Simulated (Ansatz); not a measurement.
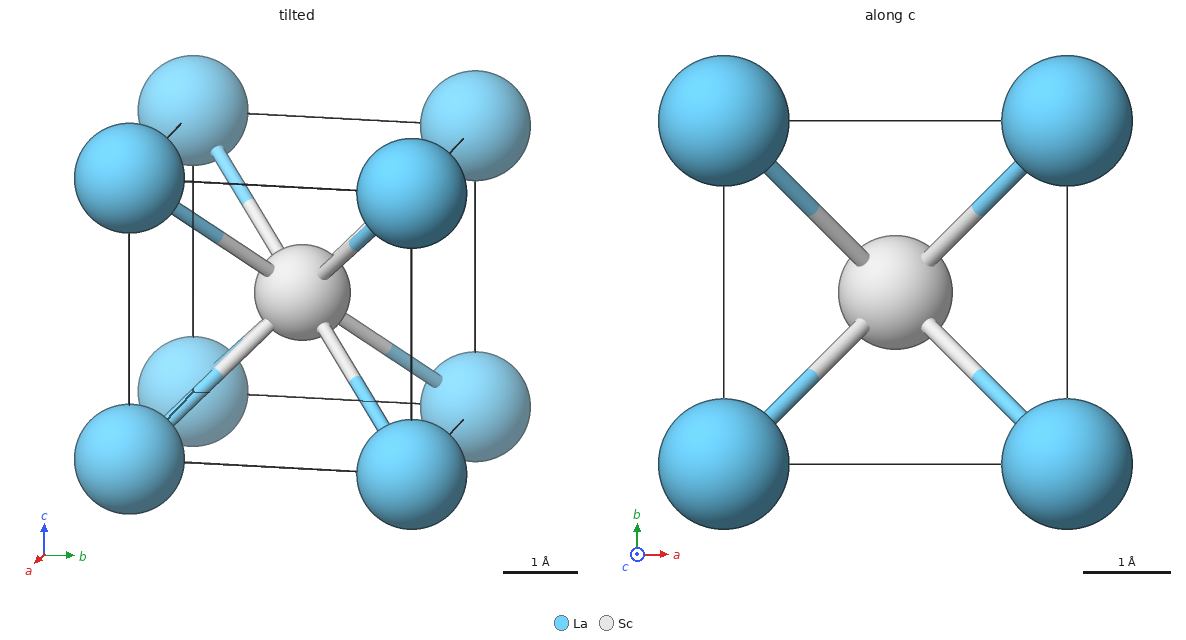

Shown here is a ball-and-stick view of the crystal, taken slightly off an axis and along the c axis. The frame is the conventional unit cell; atoms at its boundary are shown with their periodic copies.

LaSc, caesium chloride (CsCl, B2) type, space group Pm-3m (No. 221), a = 3.948 Å, b = 3.948 Å, c = 3.948 Å, α = 90.00°, β = 90.00°, γ = 90.00°. The structure comes from a structure type filled with these elements by a generator (whether the compound takes this form wasn't checked). Earlier steps of the study may have refined or changed the cell and positions. It went into a calculation with Ansatz.

This one geometry was computed with Ansatz (DFT, plane waves, PAW) at three levels of theory: PBE, PBEsol and r2SCAN.

### Which level gives the highest pressure at this volume, and what does that say about its equilibrium volume?

Highest: PBE (0.0 GPa) and r2SCAN (0.2 GPa), which points to the largest equilibrium volume. Lowest, with the smallest volume: PBEsol (-2.2 GPa). Levels within 0.5 GPa of each other can't be told apart.

### How does the band gap change with the level of theory?

All levels give a metal.

### Collect the results in a table.

| level | cutoff (eV) | k-mesh of the run's cell | gap (eV) | pressure (GPa) |
| --- | --- | --- | --- | --- |
| PBE | 420 | 14×14×14 | metal | 0.0 |
| PBEsol | 420 | 14×14×14 | metal | -2.2 |
| r2SCAN | 500 | 14×14×14 | metal | 0.2 |

Gaps are taken on the k-mesh or band path of each run.
